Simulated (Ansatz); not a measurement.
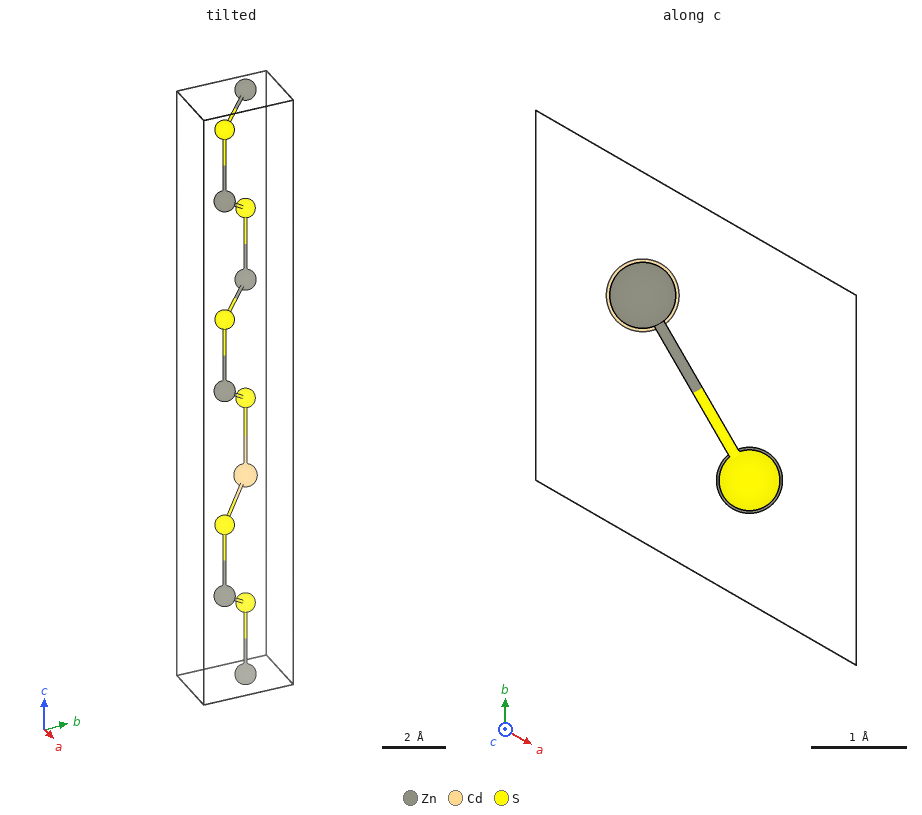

Crystal structure, ball-and-stick style, seen slightly off an axis and along the c axis. The frame is the conventional unit cell; atoms at its boundary are shown with their periodic copies.

Zn$_{5}$CdS$_{6}$, space group P3m1 (No. 156), a = 3.894 Å, b = 3.894 Å, c = 19.277 Å, α = 90.00°, β = 90.00°, γ = 120.00°. Starting structure: a structure type filled with these elements by a generator (whether the compound takes this form wasn't checked). Earlier steps of the study, as a rule a relaxation of our own, may have changed the cell and positions, so they can lie some per cent off the listed ones. It went into a calculation with Ansatz.

This one geometry was computed with Ansatz (DFT, plane waves, PAW) at three levels of theory: LDA, PBE and r2SCAN.

Question: Which level gives the highest pressure at this volume, and what does that say about its equilibrium volume?

Answer: Highest: PBE (0.0 GPa), which points to the largest equilibrium volume. Lowest, with the smallest volume: LDA (-5.7 GPa). Levels within 0.5 GPa of each other can't be told apart.

Question: How does the band gap change with the level of theory?

Answer: LDA: a gap of 1.33 eV, direct; PBE: a gap of 1.58 eV, direct; r2SCAN: a gap of 2.09 eV, direct.

Question: Collect the results in a table.

Answer:
| level | cutoff (eV) | k-mesh of the run's cell | gap (eV) | pressure (GPa) |
| --- | --- | --- | --- | --- |
| LDA | 420 | 12×12×2 | 1.33 | -5.7 |
| PBE | 420 | 12×12×2 | 1.58 | 0.0 |
| r2SCAN | 500 | 12×12×2 | 2.09 | -2.0 |

Gaps are taken on the k-mesh or band path of each run.
